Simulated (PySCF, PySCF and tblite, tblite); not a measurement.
# 2-cyanoethyl acrylate (C6H7NO2): a path driven as rotation about a bond, and NMR exchange, part 2 of 2

PySCF and tblite. Atoms count from 0.

## (9) Kinetics and line shapes

The job: settings as JSON, then the geometry in Å.

```
{"job": {"smiles": "C=CC(=O)OCCC#N", "charge": 0, "mult": 1, "motion": "rotation", "what": "ester", "atoms": [2, 4], "drives": [{"terms": [["t", [1, 2, 4, 5], 0.5], ["t", [3, 2, 4, 5], 0.5]], "by": 180, "n": 12}], "study": "path", "level": {"kind": "nmr", "xc": "PBE0", "basis": "pcSseg-1", "solvent": "cyclohexane"}, "fields": [80, 250, 600], "first": 5, "seed": 50, "kind": "path"}, "charge": 0, "multiplicity": 1}
C     -3.377243     0.217783     0.391423
C     -2.301274     0.215674    -0.382226
C     -0.991032    -0.223009     0.137203
O     -0.765976    -0.597111     1.260628
O     -0.050533    -0.154927    -0.824037
C      1.258724    -0.576921    -0.469872
C      1.978798     0.482892     0.376209
C      3.352842     0.111068     0.591949
N      4.443564    -0.188233     0.752854
H     -4.342989     0.530017     0.033556
H     -3.305904    -0.102125     1.418606
H     -2.312893     0.522784    -1.416743
H      1.778126    -0.737827    -1.417019
H      1.200515    -1.517606     0.089225
H      1.948274     1.449191    -0.136149
H      1.479401     0.577294     1.344973
```

The log of the run:

```text
stationary points (kcal/mol above the start)
  n  kind          group   xTB      DFT    lowest mode
  0  minimum      C1       0.00     0.00      49.6
  1  saddle       C1      13.35    12.63     -92.3
  2  minimum      C1       8.56     8.08      19.9

GFN2-xTB energies: T/K, barrier G, reaction G (kcal/mol), k forward, k back (1/s)
 150.00    12.80     8.12   7.04e-07   4.83e+05
 200.00    12.84     8.04     0.0387   2.39e+07
 250.00    12.90     7.96       27.7   2.52e+08
 298.15    12.96     7.88   1.97e+03   1.17e+09
 350.00    13.03     7.78    5.3e+04   3.84e+09
 400.00    13.12     7.69   5.69e+05    9.1e+09
 500.00    13.30     7.51    1.6e+07   3.08e+10

PBE0/pcSseg-1 + D3(BJ), IEF-PCM cyclohexane energies: T/K, barrier G, reaction G (kcal/mol), k forward, k back (1/s)
 150.00    12.08     7.64   7.87e-06   1.07e+06
 200.00    12.12     7.56      0.237   4.32e+07
 250.00    12.18     7.48        118   4.05e+08
 298.15    12.24     7.39   6.64e+03   1.74e+09
 350.00    12.31     7.30   1.49e+05   5.39e+09
 400.00    12.40     7.21   1.41e+06   1.22e+10
 500.00    12.58     7.03   3.31e+07    3.9e+10
```

Wall time 3.2 min (1 thread of Intel Xeon at 2.50GHz, shared host); peak memory 1 GiB. This counts the whole study up to here.

Barriers by level (kcal/mol; entropies in cal/(mol K)). Zero-point and thermal terms come from xTB in every row. ΔG‡ leaves symmetry out; the rate counts one path; effective ΔG‡, where given, is the barrier that would give that rate by Eyring's equation alone:

| level | ΔE‡ | with zero-point | ΔH‡ | ΔS‡ | ΔG‡ (298 K) | ΔE of reaction | k at 298 K (1/s) | effective ΔG‡ |
| --- | --- | --- | --- | --- | --- | --- | --- | --- |
| GFN2-xTB | 13.35 | 12.75 | 12.40 | -1.9 | 12.96 | 8.56 | 2e+03 | 12.96 |
| PBE0/pcSseg-1 + D3(BJ), IEF-PCM cyclohexane | 12.63 | 12.03 | 11.68 | -1.9 | 12.24 | 8.08 | 6.6e+03 | 12.24 |

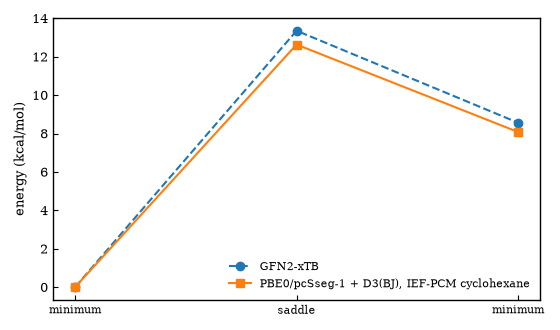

The xTB stationary points, at both levels.

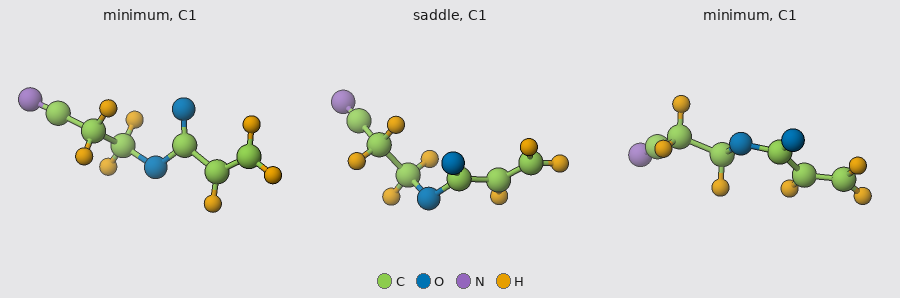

The stationary points in order.

Sites that the driver pairs across this motion, and where their lines would merge (no couplings; faster rotations or exchange between molecules can average them sooner):

| nucleus | sites: shielding (ppm) | proton frequency (MHz) | spread (Hz) | coalescence (K) | lines at 298 K |
| --- | --- | --- | --- | --- | --- |
| $^{17}$O | O3: -61.2; O3 (end): -86.8 | 600 | 2082 | not given | – |
| $^{17}$O | O4: 121.3; O4 (end): 137.8 | 600 | 1346 | not given | – |
| $^{13}$C | C1: 51.8; C1 (end): 59.4 | 600 | 1138 | not given | – |
| $^{13}$C | C0: 42.3; C0 (end): 38.0 | 600 | 658 | not given | – |
| $^{13}$C | C2: 13.1; C2 (end): 17.4 | 600 | 652 | not given | – |
| $^{1}$H | H13: 26.76; H13 (end): 27.35 | 600 | 353 | not given | – |
| $^{13}$C | C6: 170.3; C6 (end): 168.1 | 600 | 321 | not given | – |
| $^{1}$H | H15: 28.27; H15 (end): 28.80 | 600 | 318 | not given | – |

A dash: the driver gave no coalescence for this row (it judged the minor form too scarce).

Rows that set an atom against itself at the end compare its shielding in the two forms.

Lines of quadrupolar nuclei are broad, so their coalescence could hardly be seen.

## (10) Shieldings, start: PBE0/6-31G*

The job: settings as JSON, then the geometry in Å.

```
{"job": {"kind": "nmr", "xc": "PBE0", "basis": "6-31G*", "pop": false}, "charge": 0, "multiplicity": 1}
C     -3.377243     0.217783     0.391423
C     -2.301274     0.215674    -0.382226
C     -0.991032    -0.223009     0.137203
O     -0.765976    -0.597111     1.260628
O     -0.050533    -0.154927    -0.824037
C      1.258724    -0.576921    -0.469872
C      1.978798     0.482892     0.376209
C      3.352842     0.111068     0.591949
N      4.443564    -0.188233     0.752854
H     -4.342989     0.530017     0.033556
H     -3.305904    -0.102125     1.418606
H     -2.312893     0.522784    -1.416743
H      1.778126    -0.737827    -1.417019
H      1.200515    -1.517606     0.089225
H      1.948274     1.449191    -0.136149
H      1.479401     0.577294     1.344973
```

The log of the run:

```text
coarse grid: 14096 points
cycle   1  E = -437.4113821990  dE =  1.482e+00  |g| = 9.304e-01  |ddm| = 4.097e+00
cycle   2  E = -436.9571910638  dE =  4.542e-01  |g| = 1.769e+00  |ddm| = 2.196e+00
cycle   3  E = -437.5739088045  dE = -6.167e-01  |g| = 2.764e-01  |ddm| = 1.594e+00
cycle   4  E = -437.5884841548  dE = -1.458e-02  |g| = 8.901e-02  |ddm| = 2.701e-01
cycle   5  E = -437.5898768350  dE = -1.393e-03  |g| = 2.313e-02  |ddm| = 7.805e-02
cycle   6  E = -437.5900037542  dE = -1.269e-04  |g| = 4.468e-03  |ddm| = 2.352e-02
cycle   7  E = -437.5900075896  dE = -3.835e-06  |g| = 2.246e-03  |ddm| = 5.127e-03
final grid: 138264 points
cycle   8  E = -437.5123113427  dE = -1.876e-05  |g| = 1.251e-02  |ddm| = 2.892e-02
cycle   9  E = -437.5122615696  dE =  4.977e-05  |g| = 2.038e-02  |ddm| = 2.608e-02
cycle  10  E = -437.5123428546  dE = -8.129e-05  |g| = 3.082e-03  |ddm| = 1.640e-02
cycle  11  E = -437.5123447657  dE = -1.911e-06  |g| = 6.540e-04  |ddm| = 2.611e-03
cycle  12  E = -437.5123448506  dE = -8.490e-08  |g| = 1.468e-04  |ddm| = 6.393e-04
cycle  13  E = -437.5123448534  dE = -2.780e-09  |g| = 9.423e-05  |ddm| = 1.577e-04
cycle  14  E = -437.5123448551  dE = -1.718e-09  |g| = 2.499e-05  |ddm| = 8.580e-05
cycle  15  E = -437.5123448552  dE = -1.353e-10  |g| = 5.276e-06  |ddm| = 2.424e-05
converged SCF energy = -437.5123448552

GIAO shielding tensors (ppm)
atom      isotropic    diamagn.    paramagn.     s11        s22        s33       span
  0 C       65.621     256.795    -191.174    -46.230     59.475    183.618    229.848
  1 C       73.722     257.111    -183.390    -25.234     89.521    156.878    182.111
  2 C       38.676     248.007    -209.331    -47.244     73.581     89.691    136.935
  3 O      -27.166     402.252    -429.418   -267.615   -168.261    354.379    621.994
  4 O      148.914     399.078    -250.163      3.006    207.650    236.088    233.082
  5 C      136.483     243.269    -106.786    103.799    131.524    174.126     70.327
  6 C      180.011     251.320     -71.309    159.813    184.190    196.030     36.217
  7 C       90.904     255.141    -164.237    -10.559     -9.493    292.763    303.322
  8 N        4.356     341.456    -337.100   -151.646   -142.963    307.676    459.322
  9 H       26.308      27.332      -1.024     23.651     26.214     29.060      5.409
 10 H       25.489      31.001      -5.512     22.103     24.849     29.515      7.412
 11 H       26.277      30.632      -4.355     24.310     24.417     30.102      5.792
 12 H       28.357      30.069      -1.713     23.448     29.292     32.329      8.881
 13 H       27.451      30.293      -2.841     23.797     27.994     30.562      6.765
 14 H       30.244      29.074       1.170     25.513     30.208     35.010      9.497
 15 H       29.197      29.796      -0.598     23.660     30.531     33.401      9.741
```

It took 30 s on 1 thread of Intel Xeon at 2.50GHz, shared host; peak memory 0.74 GiB.

Key values: HOMO -8.24 eV, LUMO -1.42 eV; dipole 4.78 D.

## (11) Single-point energy, saddle of leg 1: PBE0/6-31G*

The job: settings as JSON, then the geometry in Å.

```
{"job": {"kind": "sp", "xc": "PBE0", "basis": "6-31G*", "pop": false}, "charge": 0, "multiplicity": 1}
C     -3.100165    -0.334392     0.377977
C     -2.041833    -0.142504    -0.400217
C     -0.984697     0.815642    -0.027176
O     -0.986853     1.499914     0.957188
O      0.037116     0.898693    -0.956559
C      1.075893    -0.046382    -0.795141
C      1.985979     0.315065     0.391325
C      3.026224    -0.665479     0.552264
N      3.843711    -1.455193     0.669528
H     -3.887856    -1.021475     0.120408
H     -3.196323     0.207032     1.305524
H     -1.908255    -0.657604    -1.340567
H      1.641135    -0.018898    -1.730194
H      0.662531    -1.056078    -0.656928
H      2.436665     1.296378     0.220292
H      1.396727     0.365281     1.312276
```

The log of the run:

```text
coarse grid: 14096 points
cycle   1  E = -437.3758715704  dE =  1.471e+00  |g| = 9.676e-01  |ddm| = 4.088e+00
cycle   2  E = -436.8597241997  dE =  5.161e-01  |g| = 1.874e+00  |ddm| = 2.377e+00
cycle   3  E = -437.5560967232  dE = -6.964e-01  |g| = 2.517e-01  |ddm| = 1.701e+00
cycle   4  E = -437.5682651776  dE = -1.217e-02  |g| = 9.113e-02  |ddm| = 2.815e-01
cycle   5  E = -437.5697059622  dE = -1.441e-03  |g| = 2.651e-02  |ddm| = 8.782e-02
cycle   6  E = -437.5698516702  dE = -1.457e-04  |g| = 9.796e-03  |ddm| = 2.870e-02
cycle   7  E = -437.5698693172  dE = -1.765e-05  |g| = 4.040e-03  |ddm| = 9.481e-03
cycle   8  E = -437.5698725244  dE = -3.207e-06  |g| = 8.006e-04  |ddm| = 3.490e-03
final grid: 138264 points
cycle   9  E = -437.4915895366  dE = -1.917e-05  |g| = 1.194e-02  |ddm| = 2.410e-02
cycle  10  E = -437.4915449536  dE =  4.458e-05  |g| = 1.935e-02  |ddm| = 2.504e-02
cycle  11  E = -437.4916191753  dE = -7.422e-05  |g| = 2.752e-03  |ddm| = 1.610e-02
cycle  12  E = -437.4916206220  dE = -1.447e-06  |g| = 5.895e-04  |ddm| = 2.421e-03
cycle  13  E = -437.4916206921  dE = -7.011e-08  |g| = 1.214e-04  |ddm| = 6.117e-04
cycle  14  E = -437.4916206940  dE = -1.881e-09  |g| = 8.262e-05  |ddm| = 1.558e-04
cycle  15  E = -437.4916206953  dE = -1.362e-09  |g| = 2.484e-05  |ddm| = 7.827e-05
cycle  16  E = -437.4916206955  dE = -1.297e-10  |g| = 5.357e-06  |ddm| = 2.187e-05
converged SCF energy = -437.4916206955
```

Run time: 16 s. Hardware: 1 thread of Intel Xeon at 2.50GHz, shared host; peak memory 0.59 GiB.

In short: HOMO -8.18 eV, LUMO -1.88 eV; dipole 3.81 D.

## (12) Shieldings, end: PBE0/6-31G*

The job: settings as JSON, then the geometry in Å.

```
{"job": {"kind": "nmr", "xc": "PBE0", "basis": "6-31G*", "pop": false}, "charge": 0, "multiplicity": 1}
C     -3.248647    -0.323949    -0.083293
C     -1.928188    -0.227622    -0.162787
C     -1.250077     0.990048     0.344416
O     -1.844326     1.972892     0.700843
O      0.098757     1.010814     0.411706
C      0.915330    -0.092882     0.068538
C      2.357619     0.317357     0.388917
C      3.277396    -0.739892     0.057204
N      3.995096    -1.586925    -0.211791
H     -3.786197    -1.183848    -0.444267
H     -3.822028     0.475911     0.356484
H     -1.332988    -1.014247    -0.600056
H      0.825847    -0.324584    -1.000907
H      0.641096    -0.978992     0.655177
H      2.617237     1.212829    -0.181594
H      2.444626     0.551000     1.453131
```

The log of the run:

```text
coarse grid: 14096 points
cycle   1  E = -437.3766260230  dE =  1.505e+00  |g| = 9.733e-01  |ddm| = 4.085e+00
cycle   2  E = -436.7680242696  dE =  6.086e-01  |g| = 1.979e+00  |ddm| = 2.612e+00
cycle   3  E = -437.5588748818  dE = -7.909e-01  |g| = 2.814e-01  |ddm| = 1.948e+00
cycle   4  E = -437.5735250168  dE = -1.465e-02  |g| = 1.051e-01  |ddm| = 3.095e-01
cycle   5  E = -437.5754074655  dE = -1.882e-03  |g| = 2.767e-02  |ddm| = 9.622e-02
cycle   6  E = -437.5755889133  dE = -1.814e-04  |g| = 5.217e-03  |ddm| = 2.840e-02
cycle   7  E = -437.5755932140  dE = -4.301e-06  |g| = 2.735e-03  |ddm| = 5.765e-03
final grid: 138264 points
cycle   8  E = -437.4976536614  dE = -2.067e-05  |g| = 1.259e-02  |ddm| = 3.016e-02
cycle   9  E = -437.4975861341  dE =  6.753e-05  |g| = 2.207e-02  |ddm| = 2.703e-02
cycle  10  E = -437.4976857838  dE = -9.965e-05  |g| = 3.740e-03  |ddm| = 1.834e-02
cycle  11  E = -437.4976886851  dE = -2.901e-06  |g| = 6.819e-04  |ddm| = 3.161e-03
cycle  12  E = -437.4976887800  dE = -9.491e-08  |g| = 1.497e-04  |ddm| = 6.542e-04
cycle  13  E = -437.4976887830  dE = -3.005e-09  |g| = 9.334e-05  |ddm| = 1.754e-04
cycle  14  E = -437.4976887846  dE = -1.633e-09  |g| = 2.678e-05  |ddm| = 8.915e-05
cycle  15  E = -437.4976887848  dE = -1.452e-10  |g| = 5.281e-06  |ddm| = 2.520e-05
converged SCF energy = -437.4976887848

GIAO shielding tensors (ppm)
atom      isotropic    diamagn.    paramagn.     s11        s22        s33       span
  0 C       62.052     256.401    -194.349    -50.327     53.535    182.950    233.278
  1 C       79.910     259.892    -179.982    -24.592     95.383    168.938    193.530
  2 C       42.298     244.477    -202.180    -42.823     83.464     86.252    129.076
  3 O      -58.759     394.746    -453.504   -331.676   -171.415    326.815    658.491
  4 O      163.522     397.178    -233.657      0.806    217.981    271.778    270.972
  5 C      134.118     247.012    -112.895    109.040    122.780    170.533     61.493
  6 C      178.212     248.402     -70.190    160.677    179.675    194.284     33.607
  7 C       90.994     256.585    -165.591    -10.038     -9.301    292.323    302.361
  8 N        3.040     341.581    -338.541   -154.704   -144.833    308.655    463.358
  9 H       26.128      29.321      -3.194     23.095     26.173     29.116      6.021
 10 H       25.306      29.554      -4.248     21.948     24.606     29.365      7.417
 11 H       26.155      33.969      -7.814     23.080     23.528     31.857      8.777
 12 H       28.032      32.332      -4.300     23.548     29.594     30.955      7.408
 13 H       28.075      32.348      -4.273     23.616     29.866     30.743      7.127
 14 H       29.743      27.727       2.016     25.309     29.352     34.567      9.258
 15 H       29.778      27.701       2.077     25.361     29.367     34.604      9.243
```

Wall time 29 s (1 thread of Intel Xeon at 2.50GHz, shared host); peak memory 0.75 GiB.

In short: HOMO -7.99 eV, LUMO -1.50 eV; dipole 2.23 D.

## (13) Second level: PBE0/6-31G* + D3(BJ)

The job: settings as JSON, then the geometry in Å.

```
{"job": {"smiles": "C=CC(=O)OCCC#N", "charge": 0, "mult": 1, "motion": "rotation", "what": "ester", "atoms": [2, 4], "drives": [{"terms": [["t", [1, 2, 4, 5], 0.5], ["t", [3, 2, 4, 5], 0.5]], "by": 180, "n": 12}], "study": "path", "level": {"kind": "nmr", "xc": "PBE0", "basis": "6-31G*", "wide": true}, "fields": [80, 250, 600], "first": 5, "seed": 50, "kind": "pathvar"}, "charge": 0, "multiplicity": 1}
C     -3.377243     0.217783     0.391423
C     -2.301274     0.215674    -0.382226
C     -0.991032    -0.223009     0.137203
O     -0.765976    -0.597111     1.260628
O     -0.050533    -0.154927    -0.824037
C      1.258724    -0.576921    -0.469872
C      1.978798     0.482892     0.376209
C      3.352842     0.111068     0.591949
N      4.443564    -0.188233     0.752854
H     -4.342989     0.530017     0.033556
H     -3.305904    -0.102125     1.418606
H     -2.312893     0.522784    -1.416743
H      1.778126    -0.737827    -1.417019
H      1.200515    -1.517606     0.089225
H      1.948274     1.449191    -0.136149
H      1.479401     0.577294     1.344973
```

The log of the run:

```text
stationary points (kcal/mol above the start)
  n  kind          group   xTB      DFT    lowest mode
  0  minimum      C1       0.00     0.00      49.6
  1  saddle       C1      13.35    12.82     -92.3
  2  minimum      C1       8.56     9.26      19.9

GFN2-xTB energies: T/K, barrier G, reaction G (kcal/mol), k forward, k back (1/s)
 150.00    12.80     8.12   7.04e-07   4.83e+05
 200.00    12.84     8.04     0.0387   2.39e+07
 250.00    12.90     7.96       27.7   2.52e+08
 298.15    12.96     7.88   1.97e+03   1.17e+09
 350.00    13.03     7.78    5.3e+04   3.84e+09
 400.00    13.12     7.69   5.69e+05    9.1e+09
 500.00    13.30     7.51    1.6e+07   3.08e+10

PBE0/pcSseg-1 + D3(BJ), IEF-PCM cyclohexane energies: T/K, barrier G, reaction G (kcal/mol), k forward, k back (1/s)
 150.00    12.08     7.64   7.87e-06   1.07e+06
 200.00    12.12     7.56      0.237   4.32e+07
 250.00    12.18     7.48        118   4.05e+08
 298.15    12.24     7.39   6.64e+03   1.74e+09
 350.00    12.31     7.30   1.49e+05   5.39e+09
 400.00    12.40     7.21   1.41e+06   1.22e+10
 500.00    12.58     7.03   3.31e+07    3.9e+10

PBE0/6-31G* + D3(BJ) energies: T/K, barrier G, reaction G (kcal/mol), k forward, k back (1/s)
 150.00    12.27     8.82   4.21e-06      3e+07
 200.00    12.31     8.74      0.148   5.27e+08
 250.00    12.36     8.66       81.1      3e+09
 298.15    12.43     8.57   4.85e+03   9.33e+09
 350.00    12.50     8.48   1.14e+05   2.25e+10
 400.00    12.58     8.39   1.11e+06   4.28e+10
 500.00    12.76     8.21   2.74e+07   1.06e+11
```

Run time: 4.5 min. Hardware: 1 thread of Intel Xeon at 2.50GHz, shared host; peak memory 1 GiB. This counts the runs that the step sums up.

Barriers by level (kcal/mol; entropies in cal/(mol K)). Zero-point and thermal terms come from xTB in every row. ΔG‡ leaves symmetry out; the rate counts one path; effective ΔG‡, where given, is the barrier that would give that rate by Eyring's equation alone:

| level | ΔE‡ | with zero-point | ΔH‡ | ΔS‡ | ΔG‡ (298 K) | ΔE of reaction | k at 298 K (1/s) | effective ΔG‡ |
| --- | --- | --- | --- | --- | --- | --- | --- | --- |
| GFN2-xTB | 13.35 | 12.75 | 12.40 | -1.9 | 12.96 | 8.56 | 2e+03 | 12.96 |
| PBE0/pcSseg-1 + D3(BJ), IEF-PCM cyclohexane | 12.63 | 12.03 | 11.68 | -1.9 | 12.24 | 8.08 | 6.6e+03 | 12.24 |
| PBE0/6-31G* + D3(BJ) | 12.82 | 12.22 | 11.86 | -1.9 | 12.43 | 9.26 | 4.8e+03 | 12.43 |

## (14) Results

This closing draws on all 2 parts.

```
                                             quantity                               value
barrier (PBE0/pcSseg-1 + D3(BJ), IEF-PCM cyclohexane)  ΔE‡ 12.6, ΔG‡(298 K) 12.2 kcal/mol
                                   barrier (GFN2-xTB)                   ΔE‡ 13.3 kcal/mol
                                        rate at 298 K                         6.6e+03 s⁻¹
                                      end of the path         8.1 kcal/mol from the start
```

In words: DFT puts the top 12.6 kcal/mol above the start (xTB: 13.3); the rate from the DFT barrier is 6.6e+03 s⁻¹ at 298 K. An error of 1.4 kcal/mol changes that rate tenfold. PBE0/6-31G* + D3(BJ) moves the barrier from 12.6 to 12.8 kcal/mol.
